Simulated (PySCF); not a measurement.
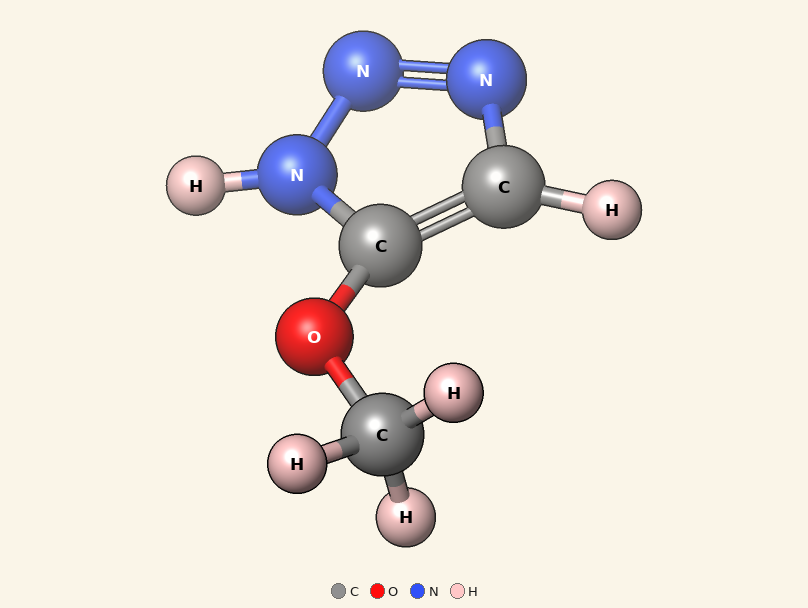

Orthographic view. Atoms fade into the background with distance from the viewer. Geometry: a frame of a GFN2-xTB molecular-dynamics simulation, not a minimum.

> Give the standard InChI.

InChI=1S/C3H5N3O/c1-7-3-2-4-6-5-3/h2H,1H3,(H,4,5,6)
